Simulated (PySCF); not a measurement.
C3H5FS, SMILES `C=C(F)SC`.

PySCF calculation, PBE0/def2-SVPD, gas phase; geometry: GFN2-xTB. No frequency check shows the geometry to be a minimum. GFN2-xTB bond lengths at metals and heavier atoms can be off by up to 0.1 Å and shapes distorted, which carries into these values.

Geometry (Å), atoms numbered from 1:

```
C1       2.0495   -0.4652    0.0007
C2       0.8375    0.0635   -0.0001
F3       0.6628    1.3971   -0.0007
S4      -0.6640   -0.8637   -0.0004
C5      -1.8921    0.4780    0.0001
H6       2.9244    0.1582    0.0006
H7       2.1735   -1.5299    0.0011
H8      -2.8632   -0.0058    0.0030
H9      -1.7740    1.0812   -0.8920
H10     -1.7703    1.0842    0.8955
```

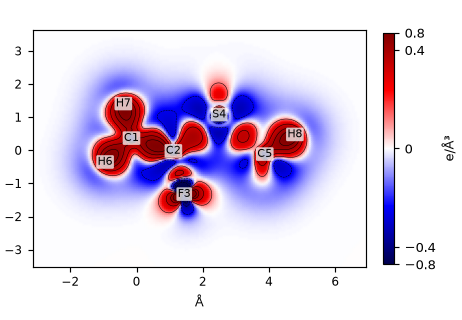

Deformation density (molecule less spherical, spin-averaged free atoms) in a plane through 8 of the atoms; colour scale in e/Å³, logarithmic beyond ±0.1; red: gain, blue: loss.

Describe the bonding that the map shows.

C1–H7: +0.71 e/Å³ at the bond critical point (bond length 1.07 Å). C5–H8: +0.71 e/Å³ at the bond critical point (bond length 1.08 Å). C1–C2: +0.70 e/Å³ at the bond critical point (bond length 1.32 Å). C1–H6: +0.70 e/Å³ at the bond critical point (bond length 1.07 Å). C2–S4: +0.31 e/Å³ at the bond critical point (bond length 1.76 Å). S4–C5: +0.25 e/Å³ at the bond critical point (bond length 1.82 Å). C2–F3: −0.01 e/Å³ at the bond critical point (bond length 1.34 Å); up to 0.6 Å beside the axis the gain reaches +0.24 e/Å³. In all, 2.3 electrons gather in the regions of gain relative to the promolecule. A small or negative value marks a very polar bond, one between electron-rich atoms, whose free-atom densities already overlap strongly, a long bond to a heavier atom, or a closed-shell contact such as a hydrogen bond.

Where do the Hirshfeld charges lie?

The highest Hirshfeld charge is on C2 (+0.07 e), the lowest on C1 (−0.14 e).
